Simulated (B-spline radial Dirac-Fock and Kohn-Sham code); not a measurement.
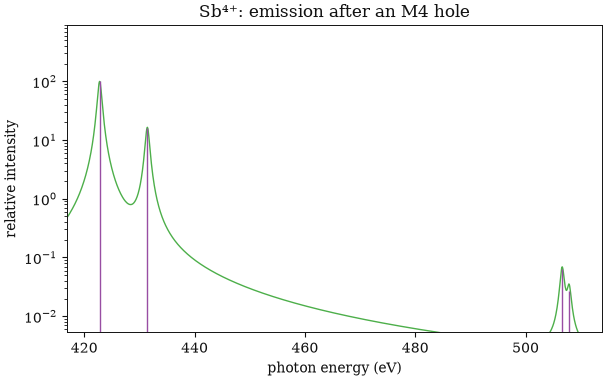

Figure. X-ray emission lines that fill an M4 (3d3/2) hole, broadened by a Lorentzian of 0.81 eV full width, on a logarithmic intensity axis. System: the ion Sb⁴⁺ in the configuration [Kr] 4d10 5s1. Method: independent-particle rates on relativistic LDA orbitals of the hole state (multipoles to L = 3), energies from Dirac–Fock ΔSCF (computed with a B-spline radial code).

Describe what the figure shows.

The strongest line is M4-N2 (Mζ2) at 422.8 eV with 85.9 % of the photons, then M4-N3 at 431.4 eV (14 %), M4-N4 at 506.6 eV (0.055 %), M4-N5 at 507.9 eV (0.023 %). The hole has a width of 0.538 eV and a fluorescence yield of 3.24 × 10⁻⁴.
